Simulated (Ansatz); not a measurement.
Geometry relaxation, with input and output: HfNH3Cl3F (part 2 of 2)

HfNH3Cl3F; RKS PBE/def2-SVP (Ansatz 0.2.0). The run did not end well. The input holds or restrains some coordinates. Forces given for the steps count only the free coordinates. It belongs to a series of runs on one base structure; here: pulled along the bonds that form and break, towards end B.

Geometry of the input (Å):
```
Hf 0.0000  0.0000  0.0000
F  0.0000  0.0000  2.3300
Cl 2.3764  0.0000  -0.8392
Cl -1.1869  2.0563  -0.8392
Cl -1.1869  -2.0563  -0.8392
N  -2.3820  0.0000  0.7915
H  -3.1020  -0.6071  0.3052
H  -2.6678  0.6071  1.6120
H  -1.3611  0.0000  1.9863
```

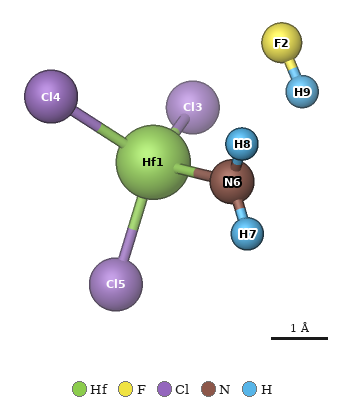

Fig. 1: The geometry at step 13 of the log (ball-and-stick view, seen at an oblique angle; atoms are numbered from 1 in the order of the input).

**Trajectory as extended XYZ (Å, eV, eV/Å), 25 frames, from step=1 to step=25**
```
9
Properties=species:S:1:pos:R:3:forces:R:3 step=1 energy=-43101.15121
Hf    0.0000    0.0000    0.0000   -2.9726   0.1361   0.6675
F     0.0000    0.0000    2.3300   -1.0944   0.2598  -2.7188
Cl    2.3764    0.0000   -0.8392   -1.7707  -0.0065   0.6915
Cl   -1.1869    2.0563   -0.8392    1.7831  -1.0425   0.1047
Cl   -1.1869   -2.0563   -0.8392    1.5384   1.2152   0.1328
N    -2.3820    0.0000    0.7915    3.0599   1.0558   2.7281
H    -3.1020   -0.6071    0.3052    0.8753   0.1202   1.6459
H    -2.6678    0.6071    1.6120   -1.2594   0.0385  -1.7654
H    -1.3611    0.0000    1.9863   -0.1596  -1.7767  -1.4862
9
Properties=species:S:1:pos:R:3:forces:R:3 step=2 energy=-43101.17448
Hf   -0.1050    0.0016   -0.1557   -2.4416   0.0730   1.2669
F    -0.0747    0.0031    2.4765   -2.4391   0.1608  -2.4990
Cl    2.3506   -0.0001   -0.8307   -1.8274  -0.0092   0.5955
Cl   -1.1678    2.0494   -0.8419    1.3871  -0.1786  -0.4727
Cl   -1.1709   -2.0467   -0.8413    1.0788   0.5265  -0.4130
N    -2.3682    0.0281    0.7078    2.2933   0.7264   2.5288
H    -3.0955   -0.6138    0.3168    0.5555   0.0925   1.0876
H    -2.6750    0.6004    1.5767   -0.3902  -0.5807  -2.0770
H    -1.2038   -0.0220    2.0992    1.7836  -0.8108  -0.0170
9
Properties=species:S:1:pos:R:3:forces:R:3 step=3 energy=-43101.45516
Hf   -0.2027    0.0041   -0.2744   -1.4933   0.0179   1.3613
F    -0.1422    0.0008    2.5934   -0.6693   0.1305  -1.2993
Cl    2.3174   -0.0001   -0.8210   -1.8876  -0.0115   0.5773
Cl   -1.1493    2.0582   -0.8586    0.9220   0.7638  -0.8592
Cl   -1.1584   -2.0476   -0.8559    0.5592  -0.2908  -0.8182
N    -2.3533    0.0451    0.6284    1.6827   0.6562   2.6066
H    -3.0915   -0.6149    0.3267    0.3622  -0.1064   0.6353
H    -2.6697    0.5837    1.5377    0.1417  -0.7744  -2.3487
H    -1.0605   -0.0292    2.2311    0.3824  -0.3852   0.1449
9
Properties=species:S:1:pos:R:3:forces:R:3 step=4 energy=-43102.13046
Hf   -0.3204    0.0140   -0.3701   -1.1419   0.0528   1.2429
F    -0.1352    0.0045    2.7253    2.0633   0.2399   0.0618
Cl    2.1688   -0.0020   -0.7765   -1.4364  -0.0044   0.4980
Cl   -1.0795    2.1537   -0.9563    0.5299   0.4461  -0.6851
Cl   -1.1301   -2.0965   -0.9565    0.3021  -0.2934  -0.8319
N    -2.2985    0.0116    0.6233    1.2042   0.6735   1.8146
H    -3.0564   -0.6370    0.3625    0.3409  -0.2194   0.3123
H    -2.6705    0.6001    1.4453    0.4002  -0.5066  -1.6362
H    -0.9885   -0.0484    2.4103   -2.2624  -0.3885  -0.7764
9
Properties=species:S:1:pos:R:3:forces:R:3 step=5 energy=-43102.89080
Hf   -0.3990    0.0217   -0.3976   -1.5812   0.0319   1.0923
F    -0.0734    0.0304    2.7435    0.2694   0.0965  -0.4755
Cl    2.0010   -0.0014   -0.6777   -0.4156  -0.0081   0.4040
Cl   -0.9893    2.2076   -1.0893    0.2596  -0.1261  -0.4003
Cl   -1.0788   -2.1152   -1.1312    0.1810   0.1561  -0.5149
N    -2.2676   -0.0201    0.7125    0.7681   1.1805   1.1469
H    -2.9974   -0.7065    0.4687    0.2379  -0.0877   0.2709
H    -2.7289    0.7184    1.3492    0.7573  -1.0666  -1.2569
H    -0.9769   -0.1349    2.5294   -0.4766  -0.1766  -0.2665
9
Properties=species:S:1:pos:R:3:forces:R:3 step=6 energy=-43103.24103
Hf   -0.4438    0.0388   -0.4449   -1.5738   0.0797   1.1446
F    -0.0740    0.0530    2.6979    0.1286   0.0265  -0.3257
Cl    1.9592   -0.0054   -0.4870   -0.3757  -0.0047   0.3346
Cl   -0.9731    2.1834   -1.2872    0.1787  -0.2165  -0.2866
Cl   -1.0947   -2.0500   -1.3170    0.1384   0.1835  -0.3741
N    -2.2509    0.0008    0.7528    0.5387   0.7575   0.8586
H    -2.9461   -0.7613    0.6260    0.3975   0.2725   0.1363
H    -2.7099    0.7446    1.3807    0.7879  -1.0706  -1.1603
H    -0.9770   -0.2039    2.5861   -0.2203  -0.0279  -0.3274
9
Properties=species:S:1:pos:R:3:forces:R:3 step=7 energy=-43103.49557
Hf   -0.5038    0.0407   -0.4490   -1.2313   0.0471   1.0206
F    -0.0066    0.0491    2.6892    0.2388   0.0685  -0.2553
Cl    1.8960   -0.0017   -0.3025   -0.4729  -0.0029   0.2391
Cl   -0.9655    2.1371   -1.4387    0.1063  -0.2906  -0.1413
Cl   -1.0875   -1.9948   -1.4810    0.1039   0.2563  -0.1961
N    -2.2479   -0.0095    0.8205    0.2786   0.4868   0.3624
H    -2.9588   -0.7678    0.6893    0.5958   0.4920   0.1290
H    -2.7322    0.7712    1.3664    0.7890  -1.0089  -0.8425
H    -0.9039   -0.2244    2.6132   -0.4084  -0.0482  -0.3159
9
Properties=species:S:1:pos:R:3:forces:R:3 step=8 energy=-43103.68214
Hf   -0.5466    0.0539   -0.4553   -1.2599  -0.0735   0.9592
F     0.0281    0.0690    2.6712    0.3604   0.1338  -0.1480
Cl    1.8117   -0.0247   -0.1240   -0.2508   0.0129   0.1177
Cl   -0.9632    2.0751   -1.5933    0.0743  -0.1956  -0.0309
Cl   -1.0827   -1.9028   -1.6448    0.0819   0.2148  -0.0588
N    -2.2410   -0.0220    0.8754    0.6457   0.1870  -0.1329
H    -2.9489   -0.7794    0.7595    0.4409   0.4077   0.0709
H    -2.7105    0.7675    1.3836    0.4692  -0.5966  -0.4589
H    -0.8572   -0.2365    2.6350   -0.5616  -0.0905  -0.3183
9
Properties=species:S:1:pos:R:3:forces:R:3 step=9 energy=-43103.74814
Hf   -0.6054    0.0388   -0.4632   -1.0943  -0.1659   1.0534
F     0.0191    0.1821    2.6506    0.3289   0.1934  -0.0380
Cl    1.7088   -0.0627   -0.0083    0.0074  -0.0155   0.0517
Cl   -0.9419    2.0154   -1.6783   -0.0223   0.0043  -0.0055
Cl   -1.0533   -1.8153   -1.8218   -0.0147   0.0613  -0.0078
N    -2.2234   -0.0862    0.9632    1.3688   0.0609  -0.8622
H    -2.9776   -0.7605    0.7828   -0.0430  -0.0073   0.0481
H    -2.6347    0.7550    1.3876   -0.0052  -0.0267   0.0684
H    -0.8019   -0.2666    2.6947   -0.5256  -0.1043  -0.3082
9
Properties=species:S:1:pos:R:3:forces:R:3 step=10 energy=-43103.75889
Hf   -0.6088    0.0290   -0.4656   -1.1071  -0.1257   1.0559
F     0.0263    0.2300    2.6435    0.1857   0.1633  -0.0292
Cl    1.6957   -0.0854    0.0400   -0.0131  -0.0297  -0.0092
Cl   -0.9350    2.0130   -1.6731   -0.0062  -0.0001   0.0087
Cl   -1.0596   -1.8012   -1.8540   -0.0056   0.0447  -0.0022
N    -2.2322   -0.0989    0.9535    1.3970   0.0904  -0.8151
H    -2.9967   -0.7650    0.7867   -0.0196  -0.0144   0.0336
H    -2.6229    0.7331    1.4158    0.0151  -0.0468   0.0354
H    -0.7772   -0.2546    2.6606   -0.4464  -0.0817  -0.2779
9
Properties=species:S:1:pos:R:3:forces:R:3 step=11 energy=-43103.79349
Hf   -0.6004    0.0147   -0.4762   -1.3004  -0.2036   1.0210
F    -0.0299    0.4209    2.6244    0.2798   0.3320  -0.0593
Cl    1.6811   -0.2320    0.0687    0.0414  -0.0539   0.0084
Cl   -0.8841    2.0434   -1.6151    0.0237   0.0535   0.0170
Cl   -1.1054   -1.7311   -1.9527    0.0205   0.0528   0.0148
N    -2.2291   -0.1581    0.9263    1.4172   0.2306  -0.6457
H    -2.9904   -0.8359    0.8094   -0.0150  -0.0607  -0.0264
H    -2.5842    0.6315    1.4862    0.0491  -0.0813  -0.0810
H    -0.7680   -0.1534    2.6364   -0.5164  -0.2694  -0.2487
9
Properties=species:S:1:pos:R:3:forces:R:3 step=12 energy=-43103.82057
Hf   -0.6081    0.0015   -0.4821   -1.3176  -0.2252   1.0115
F    -0.0966    0.6052    2.6080   -0.5423  -0.5518  -0.0942
Cl    1.6551   -0.3522    0.0842    0.0092  -0.0623   0.0433
Cl   -0.8369    2.0764   -1.5503    0.0248   0.0411   0.0321
Cl   -1.1292   -1.6861   -2.0233    0.0162   0.0883   0.0417
N    -2.2239   -0.2062    0.9303    1.4806   0.2564  -0.7020
H    -2.9806   -0.8899    0.8309   -0.0386  -0.1107  -0.0413
H    -2.5715    0.5779    1.5013    0.0579  -0.0576  -0.0571
H    -0.7186   -0.1266    2.6084    0.3097   0.6217  -0.2339
9
Properties=species:S:1:pos:R:3:forces:R:3 step=13 energy=-43103.86698
Hf   -0.6154   -0.0317   -0.4876   -1.3347  -0.0913   1.0503
F    -0.1490    0.7868    2.5599   -0.2153  -0.2598  -0.1674
Cl    1.6175   -0.4881    0.1485   -0.0911  -0.0676   0.0106
Cl   -0.7849    2.1168   -1.4290    0.0460  -0.0736   0.0572
Cl   -1.1723   -1.6344   -2.1079    0.0350   0.0989   0.0517
N    -2.2222   -0.2632    0.9293    1.3848   0.2561  -0.7354
H    -2.9686   -0.9650    0.8431    0.0944  -0.0399  -0.0247
H    -2.5749    0.5051    1.5223    0.1149  -0.1023  -0.1287
H    -0.6406   -0.0262    2.5287   -0.0341   0.2795  -0.1136
9
Properties=species:S:1:pos:R:3:forces:R:3 step=14 energy=-43103.92835
Hf   -0.6320   -0.0355   -0.5027   -1.2907  -0.1253   1.3079
F    -0.1714    0.9363    2.4917   -0.0015   0.0925  -0.1582
Cl    1.5330   -0.6623    0.1981   -0.0112  -0.0671  -0.0179
Cl   -0.7099    2.1584   -1.3392    0.0305  -0.0169   0.0412
Cl   -1.2172   -1.5329   -2.2008    0.0030  -0.0005  -0.0475
N    -2.1958   -0.3275    0.9489    1.3682   0.2721  -0.9108
H    -2.8757   -1.0980    0.9075    0.0779   0.0099   0.0054
H    -2.6094    0.4470    1.4884    0.0436  -0.0621  -0.0764
H    -0.6319    0.1144    2.5155   -0.2199  -0.1026  -0.1437
9
Properties=species:S:1:pos:R:3:forces:R:3 step=15 energy=-43103.95139
Hf   -0.6493   -0.0302   -0.4843   -1.0845  -0.2902   1.2556
F    -0.2164    1.0675    2.4628    0.2666   0.4661  -0.2278
Cl    1.4807   -0.8409    0.1512   -0.1060   0.0346   0.0484
Cl   -0.6380    2.1920   -1.2435    0.0024  -0.0042   0.0348
Cl   -1.2081   -1.4514   -2.2591   -0.0589   0.0548  -0.0180
N    -2.1910   -0.3648    0.9808    1.0848   0.2696  -0.9040
H    -2.7818   -1.2178    0.9990    0.2262   0.3934   0.0515
H    -2.6998    0.4267    1.4207    0.1464  -0.3982  -0.1540
H    -0.6065    0.2189    2.4799   -0.4771  -0.5258  -0.0865
9
Properties=species:S:1:pos:R:3:forces:R:3 step=16 energy=-43103.94617 accepted=F
Hf   -0.6392   -0.0673   -0.5189   -1.0536  -0.1544   1.4506
F    -0.1467    1.1519    2.3843   -0.7764  -1.0353   0.0409
Cl    1.4428   -0.9382    0.2195   -0.2205   0.0322  -0.1536
Cl   -0.5953    2.2084   -1.1431   -0.0011  -0.2067   0.0413
Cl   -1.3024   -1.3713   -2.3623    0.0733   0.0892   0.0981
N    -2.1613   -0.4134    0.9644    0.9648   0.1970  -0.8149
H    -2.6878   -1.3096    1.0547    0.2896   0.6091  -0.0136
H    -2.7135    0.3669    1.3735    0.1379  -0.4295  -0.2177
H    -0.7069    0.3726    2.5353    0.5859   0.8984  -0.4311
9
Properties=species:S:1:pos:R:3:forces:R:3 step=17 energy=-43103.98164
Hf   -0.6376   -0.0446   -0.4815   -1.1518  -0.2303   1.2878
F    -0.1873    1.1205    2.4358    0.2185   0.3173  -0.2448
Cl    1.4609   -0.9142    0.1633   -0.0441   0.0054   0.0250
Cl   -0.6162    2.1935   -1.1911    0.0134  -0.0024   0.0294
Cl   -1.2517   -1.3928   -2.2942   -0.0253   0.0251  -0.0242
N    -2.1744   -0.3908    0.9849    1.2360   0.3861  -0.9219
H    -2.7246   -1.2632    1.0228    0.1008   0.1861   0.0501
H    -2.7334    0.3859    1.3787    0.0905  -0.2535  -0.0983
H    -0.6460    0.3057    2.4886   -0.4381  -0.4339  -0.1030
9
Properties=species:S:1:pos:R:3:forces:R:3 step=18 energy=-43103.99715
Hf   -0.6319   -0.0548   -0.4826   -1.1797  -0.1849   1.2981
F    -0.1746    1.1484    2.4182    0.2288   0.2708  -0.2350
Cl    1.4496   -0.9683    0.1501   -0.0388  -0.0087   0.0197
Cl   -0.5798    2.1950   -1.1527    0.0063  -0.0142   0.0250
Cl   -1.2743   -1.3456   -2.3283   -0.0086   0.0151  -0.0201
N    -2.1728   -0.4005    0.9795    1.2966   0.3164  -0.8767
H    -2.6621   -1.3020    1.0902    0.0829   0.1760   0.0039
H    -2.7729    0.3577    1.3407    0.0482  -0.1608  -0.0794
H    -0.6916    0.3702    2.4924   -0.4356  -0.4097  -0.1355
9
Properties=species:S:1:pos:R:3:forces:R:3 step=19 energy=-43104.00976
Hf   -0.6299   -0.0566   -0.4769   -1.2140  -0.2130   1.3758
F    -0.1120    1.1753    2.4017    0.2335   0.2097  -0.2331
Cl    1.4075   -1.0482    0.1595    0.0142  -0.0310   0.0065
Cl   -0.5478    2.2041   -1.0980   -0.0015   0.0211   0.0039
Cl   -1.3003   -1.2782   -2.3596   -0.0031   0.0060  -0.0345
N    -2.1663   -0.4148    0.9942    1.3545   0.4211  -0.9268
H    -2.5684   -1.3468    1.1656    0.0425   0.0661   0.0101
H    -2.8691    0.2969    1.2431    0.0448  -0.0882  -0.0451
H    -0.7241    0.4684    2.4778   -0.4708  -0.3917  -0.1567
9
Properties=species:S:1:pos:R:3:forces:R:3 step=20 energy=-43104.00012 accepted=F
Hf   -0.6236   -0.0657   -0.4721   -1.1057  -0.2463   1.3744
F    -0.0405    1.1696    2.3922   -0.6136  -0.4935  -0.0785
Cl    1.3684   -1.1647    0.1380   -0.0281   0.0149  -0.0122
Cl   -0.5359    2.2056   -1.0563    0.0088   0.0339   0.0138
Cl   -1.3142   -1.1851   -2.4165   -0.0089   0.0191   0.0374
N    -2.1499   -0.4143    1.0109    0.5322   0.5173  -0.7451
H    -2.4275   -1.3782    1.2968    0.0729   0.5948  -0.1290
H    -2.9795    0.2307    1.1037    0.7393  -0.7182  -0.0751
H    -0.8076    0.6021    2.5107    0.4032   0.2779  -0.3855
9
Properties=species:S:1:pos:R:3:forces:R:3 step=21 energy=-43104.02423
Hf   -0.6286   -0.0685   -0.4700   -1.1569  -0.1616   1.3160
F    -0.0947    1.2023    2.3881    0.2936   0.2199  -0.2300
Cl    1.3849   -1.1142    0.1624   -0.0188  -0.0101  -0.0023
Cl   -0.5379    2.2045   -1.0529    0.0006  -0.0181   0.0059
Cl   -1.3096   -1.2243   -2.3937    0.0008   0.0105   0.0058
N    -2.1627   -0.4199    1.0007    1.3050   0.3715  -0.9053
H    -2.5040   -1.3644    1.2338    0.0370   0.1313  -0.0069
H    -2.9186    0.2591    1.1784    0.0755  -0.1195  -0.0312
H    -0.7390    0.5254    2.4605   -0.5367  -0.4238  -0.1520
9
Properties=species:S:1:pos:R:3:forces:R:3 step=22 energy=-43104.02947 accepted=F
Hf   -0.6267   -0.0636   -0.4787   -1.1132  -0.2656   1.4179
F    -0.0471    1.1690    2.3875   -0.1598  -0.1410  -0.1621
Cl    1.3645   -1.1460    0.1613   -0.0208   0.0036  -0.0355
Cl   -0.5336    2.2133   -1.0419    0.0005   0.0227  -0.0043
Cl   -1.3212   -1.2050   -2.4061    0.0014   0.0140  -0.0098
N    -2.1534   -0.4234    0.9972    1.2918   0.4439  -0.9022
H    -2.4520   -1.3706    1.2712    0.0261   0.1060  -0.0087
H    -2.9404    0.2268    1.1391    0.0301  -0.1024  -0.0349
H    -0.8005    0.5994    2.4779   -0.0561  -0.0812  -0.2604
9
Properties=species:S:1:pos:R:3:forces:R:3 step=23 energy=-43104.02976
Hf   -0.6284   -0.0668   -0.4675   -1.1314  -0.1923   1.3196
F    -0.0648    1.1850    2.3928    0.1667   0.0899  -0.2171
Cl    1.3779   -1.1300    0.1535   -0.0098  -0.0099  -0.0007
Cl   -0.5368    2.2058   -1.0493    0.0001   0.0024   0.0082
Cl   -1.3099   -1.2119   -2.3972   -0.0073   0.0103   0.0028
N    -2.1623   -0.4200    1.0028    1.4139   0.4425  -0.9454
H    -2.4804   -1.3638    1.2550   -0.0004  -0.0103   0.0298
H    -2.9384    0.2383    1.1507   -0.0224  -0.0246  -0.0129
H    -0.7671    0.5634    2.4665   -0.4094  -0.3079  -0.1843
9
Properties=species:S:1:pos:R:3:forces:R:3 step=24 energy=-43104.03267
Hf   -0.6253   -0.0669   -0.4668   -1.1475  -0.2026   1.3347
F    -0.0571    1.1878    2.3913    0.2456   0.1385  -0.2183
Cl    1.3659   -1.1568    0.1536   -0.0034  -0.0064  -0.0023
Cl   -0.5277    2.2089   -1.0355    0.0019   0.0091   0.0033
Cl   -1.3199   -1.1898   -2.4047   -0.0046   0.0071  -0.0047
N    -2.1603   -0.4201    1.0025    1.3968   0.4370  -0.9340
H    -2.4445   -1.3653    1.2898    0.0032   0.0056   0.0161
H    -2.9636    0.2122    1.1166   -0.0054  -0.0287  -0.0107
H    -0.7779    0.5900    2.4607   -0.4866  -0.3597  -0.1842
9
Properties=species:S:1:pos:R:3:forces:R:3 step=25 energy=-43104.03590
Hf   -0.6249   -0.0730   -0.4615   -1.1155  -0.1842   1.3039
F    -0.0345    1.1819    2.3923    0.2562   0.1197  -0.2160
Cl    1.3550   -1.1894    0.1463   -0.0142  -0.0027  -0.0034
Cl   -0.5105    2.2068   -1.0165   -0.0031  -0.0026   0.0121
Cl   -1.3286   -1.1525   -2.4217   -0.0059   0.0020   0.0127
N    -2.1611   -0.4229    1.0072    1.2703   0.4180  -0.8951
H    -2.3996   -1.3683    1.3421    0.0181   0.1189  -0.0196
H    -3.0023    0.1708    1.0710    0.0945  -0.1079  -0.0093
H    -0.8039    0.6466    2.4483   -0.5003  -0.3612  -0.1853
```

**Outcome**

| quantity | value |
| --- | --- |
| outcome | not converged |
| hardware | 4 threads of Arm Neoverse V1, 24 GiB of memory available, shared host |
| wall time | 49 s (CPU time 3.1 min) |
| peak memory | 0.21 GiB |

**What went wrong**

The run did not converge: “geometry relaxation did not converge after 25 steps: max|allowed force component| = 1.30e0 eV/Å without the restraints, 1.72e-1 eV/Å with the forces of `relax.restrain` added, the figure compared with `relax.f_tol` (threshold 1.5e-1). Raise `relax.max_steps` over both its present limit and 25, loosen `relax.f_tol`, or start from a geometry closer to equilibrium …” Its last values are not results.
